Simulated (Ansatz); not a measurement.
## Single-point calculation of AlSiH₅ClO₂

System: AlSiH₅ClO₂, multiplicity 2.
Method: UKS PBE0-D4/def2-TZVPP (Ansatz 0.2.0).

The geometry is the reactant side of a reaction. The reaction was set up to form Al1–O6 and O2–H5 and to break Al1–O2 and H5–O6 (atoms counted from 1 in the order of the input); sticks are drawn by distance alone. The geometry comes from this level: PBE0-D4/def2-TZVP.

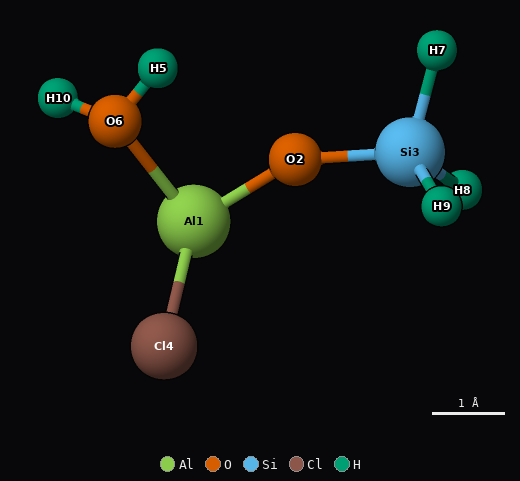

Figure 1. The structure as given in the input (ball-and-stick view, seen at a tilt; atoms are numbered from 1 in the order of the input). Sticks mark near contacts. Bond lengths as drawn: Al–Cl 2.13 Å, Al–O 1.72 to 2.00 Å, H–O 0.96 to 0.97 Å, H–Si 1.49 Å and O–Si 1.63 Å.

The input:
```yaml
crystal:
  periodic: [false, false, false]
  atoms:
    - {symbol: Al, position_ang: [-0.993352, 0.700204, 0.966325]}
    - {symbol: O, position_ang: [0.136820, 0.274190, -0.255614]}
    - {symbol: Si, position_ang: [0.611328, 0.201662, -1.809039]}
    - {symbol: Cl, position_ang: [-2.931630, -0.170777, 0.808948]}
    - {symbol: H, position_ang: [0.785499, -0.759589, 1.816635]}
    - {symbol: O, position_ang: [-0.054395, -0.529280, 2.238834]}
    - {symbol: H, position_ang: [2.049619, -0.181908, -1.860384]}
    - {symbol: H, position_ang: [0.452913, 1.519374, -2.483318]}
    - {symbol: H, position_ang: [-0.171864, -0.812747, -2.564840]}
    - {symbol: H, position_ang: [0.115162, -0.241028, 3.142453]}
basis:
  gaussian: {orbitals: def2-TZVPP}
magnetization: {spin_polarized: true, initial_magnetization: 1}
hamiltonian: {xc: pbe0, dispersion: d4}
output: {orbitals: {seedname: orbitals}}
```

Launched with:
```bash
ansatz run in.yaml --threads 4 --pin off --events-out ev --progress --plain --max-ram 66560MiB --backend cpu
```

The program's output:
```
Functional definition: PBE0
  name "PBE0"
  cite "Adamo & Barone, J. Chem. Phys. 110, 6158 (1999) doi:10.1063/1.478522"
  cite "Perdew, Burke & Ernzerhof, Phys. Rev. Lett. 77, 3865 (1996) doi:10.1103/PhysRevLett.77.3865"
  parent pbe
  parameter a = 0.25
  parameter kappa = 0.804
  parameter beta = 0.06672455060314922
  exchange = (1 - a)*pbe_x(kappa = kappa, mu = beta*pi^2/3) + a*exact_x
  correlation = pbe_c(beta = beta)
1513 factors; their error is unknown
mean field evaluation 1: about -31155.5258 eV, gradient 5.2e1 eV
mean field evaluation 2: about -31131.0758 eV, gradient 9.4e1 eV
mean field evaluation 4: about -31164.4575 eV, gradient 6.5e0 eV
mean field evaluation 8: about -31164.6577 eV, gradient 1.8e-1 eV
mean field evaluation 16: about -31164.6578 eV, gradient 2.8e-5 eV
mean field -31164.65783052 eV, -1145.2800511077 hartree, gradient 2.8e-5 eV, S^2 0.751093; 0 other end points of the search recorded, 0 dependent functions left out
reference -31164.65786808 eV, -1145.2800524882 hartree; 33, 32 occupied and 225, 226 virtual orbitals, 1513 factors
Total energy: -31164.85385253 eV, -1145.2872547837 hartree
```

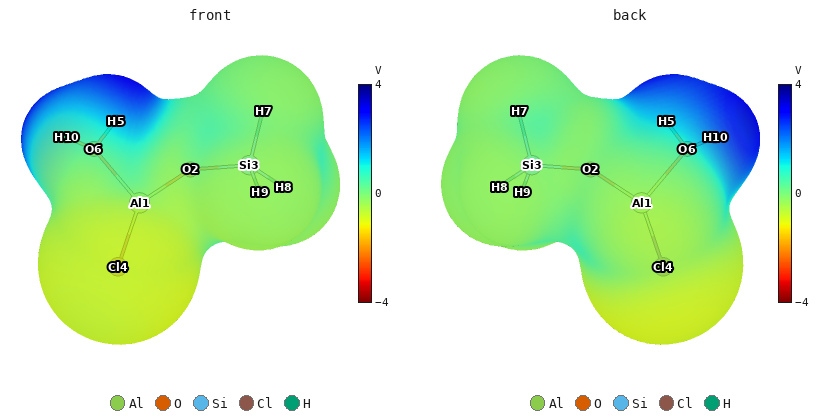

Figure 2. The electrostatic potential painted on the density surface at 0.001 e/bohr³, seen face on and from behind; red is negative and blue positive. A positive charge is drawn to the negative regions and a negative charge to the positive ones.

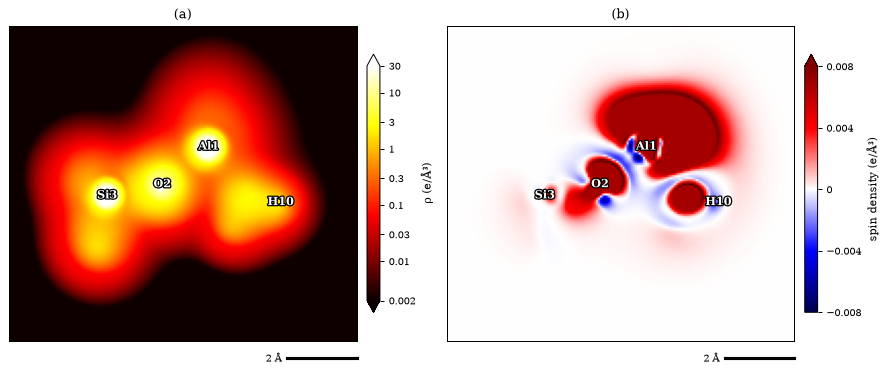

Figure 3. (a) total electron density; (b) spin density (α minus β) on the plane of atoms Al1, O2 and Si3. Al–O (1.72 Å): ρ at the midpoint is about 0.84 e/Å³. The unpaired spin (1 electron) lies mostly on Al1 (about 0.8) and Cl4 (about 0.1), in electrons by Hirshfeld's partition.

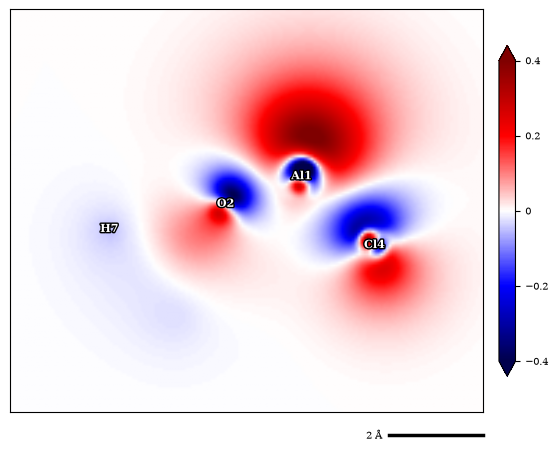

Figure 4. One frontier orbital on the plane of atoms O2, Al1 and Cl4 (values in Å⁻³ᐟ²; the overall sign is arbitrary). The HOMO (α), at −5.32 eV. It lies mainly on Al1 (75 %) and Cl4 (10 %).

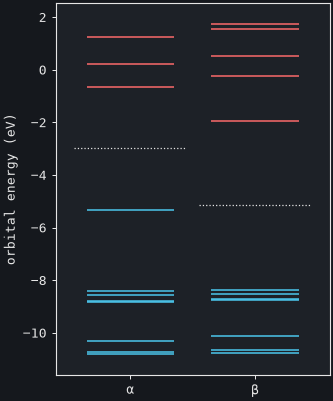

Figure 5. Orbital energies near the frontier for α and β spins; the dotted line parts filled from empty levels, and levels within 0.02 eV of each other stand side by side. α: highest filled −5.32 eV, lowest empty −0.64 eV, 4.68 eV apart; β: highest filled −8.37 eV, lowest empty −1.93 eV, 6.44 eV apart.

Key numbers:

| quantity | value |
| --- | --- |
| outcome | converged |
| total energy | −31164.8539 eV |
| mean-field energy | −31164.6579 eV |
| dispersion energy | −0.1960 eV |
| ⟨S²⟩ | 0.751 |
| SCF solution under orbital rotations | stable |
| HOMO (either spin) | −5.32 eV |
| LUMO (either spin) | −1.93 eV |
| hardware | 4 CPU threads, shared host |
| wall time | 6 s (CPU time 21 s) |
| peak memory | 1 GiB |
